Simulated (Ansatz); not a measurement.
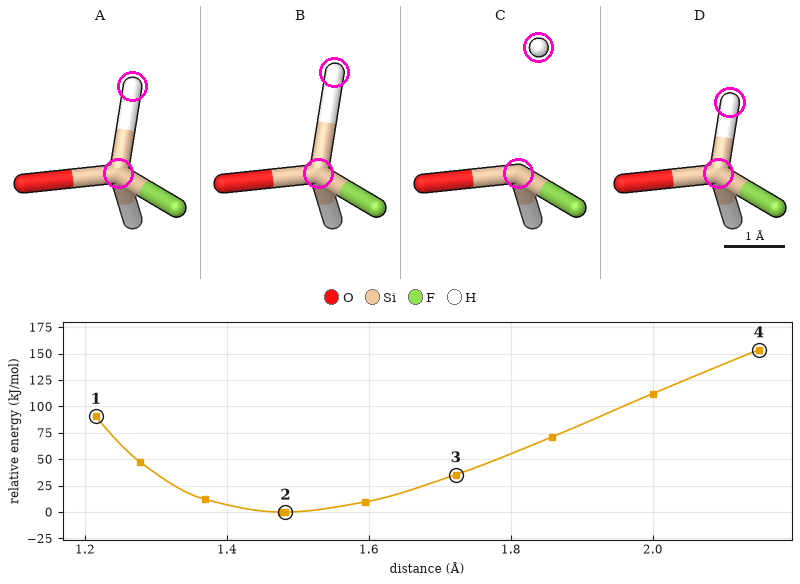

Energy scan for SiH2OF (multiplicity 2), in which one Si–H bond length is varied, with the rest of the molecule carried along rigidly. The frames are shuffled; the numbered points of the plot belong to them. A stick model, seen at a tilt. The ringed atoms are those of the scanned coordinate.

Level of theory: B3LYP-D4 (def2-TZVPP, Ansatz), on geometries moved rigidly from the minimum at PBE0-D4/def2-TZVP. Energies are counted from the PBE0-D4/def2-TZVP minimum geometry at the same level.

**Which frame belongs to which numbered point?**

Point 1 is frame D (the distance 1.215 Å, 90.7 kJ/mol); 2 is frame A (the distance 1.482 Å, 0.0 kJ/mol); 3 is frame B (the distance 1.722 Å, 35.3 kJ/mol); 4 is frame C (the distance 2.149 Å, 153.6 kJ/mol). Of the computed points the lowest is at the distance 1.476 Å, 0.0 kJ/mol. At the ends of the scan the energy is 90.7 kJ/mol (1.215 Å) and 153.6 kJ/mol (2.149 Å). The curvature at the lowest point is about 18 eV/Å² (2.9 mdyn/Å). The well is steeper on the short side, as for any bond.
